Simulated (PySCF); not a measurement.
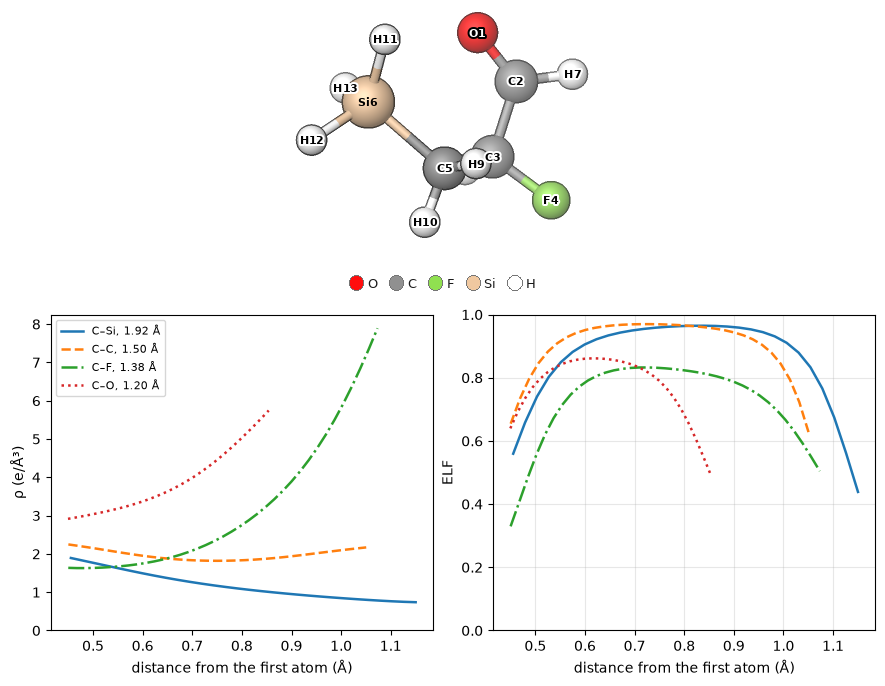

The picture shows: C3H7FOSi. Total electron density and electron localisation function along straight lines between neighbouring atoms. The curves leave out the atomic cores. The structure is drawn too.

Geometry: GFN2-xTB.

The calculation used PBE0/pcSseg-1, SCF density, gas phase, non-relativistic in PySCF.

```tsv
atom	x (Å)	y (Å)	z (Å)
O	-0.5550	1.6887	0.7301
C	-1.3849	0.8676	0.4584
C	-1.0429	-0.5648	0.1694
F	-2.1372	-1.1812	-0.4139
C	0.1980	-0.6688	-0.6900
Si	1.6576	0.3266	0.0540
H	-2.4600	1.1088	0.4028
H	-0.8928	-1.0757	1.1328
H	-0.0397	-0.2990	-1.6875
H	0.4607	-1.7205	-0.7950
H	1.7240	1.6843	-0.4672
H	2.8478	-0.3943	-0.4227
H	1.6200	0.2288	1.5109
```

Q: Compare the contacts.

A: C–Si (1.92 Å): ρ is about 0.89 e/Å³ halfway; the ELF peaks at about 0.95 between the atoms, as expected for localised, covalent bonding.
C–C (1.50 Å): the density is about 1.8 e/Å³ at the midpoint; the ELF peaks at about 0.95 between the atoms (localised, covalent bonding).
C–F (1.38 Å): ρ at the midpoint is about 2.1 e/Å³, with its minimum of 1.6 e/Å³ about 0.5 Å from C; the ELF peaks at about 0.85 between the atoms: a shared but strongly polarised pair.
C–O (1.20 Å): ρ is about 3.4 e/Å³ halfway; the ELF peaks at about 0.85 between the atoms (a short, multiple covalent bond).
